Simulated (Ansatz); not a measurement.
# Pressure series in Ta2O5

Start from Ta2O5 (space group Pmmn, No. 59; a = 3.838 Å, b = 12.993 Å, c = 3.869 Å; a cell from a computed database, its experimental status unchecked).

Cell and atoms are relaxed at each pressure.

All numbers come from PBEsol (Ansatz, an electronic-structure program, PAW, no spin-orbit coupling).

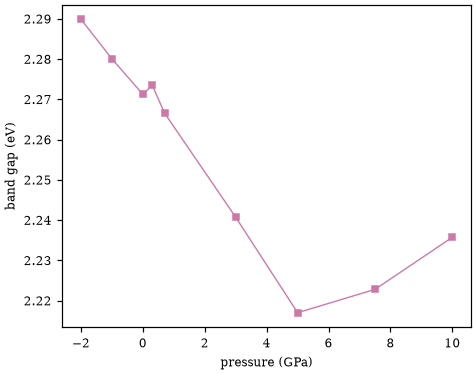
Figure. Band gap against pressure

| pressure (GPa) | band gap |
|---|---|
| -2 | 2.29 eV |
| -1 | 2.28 eV |
| 0.3 | 2.27 eV |
| 0.7 | 2.27 eV |
| 3 | 2.24 eV |
| 5 | 2.22 eV |
| 7.5 | 2.22 eV |
| 10 | 2.24 eV |

With Ta present, leaving out spin-orbit coupling can change the band edges. Load acts through the strain it causes; cell and atoms are relaxed under it. No phonon test of stability was made. No other phases were tried under pressure.
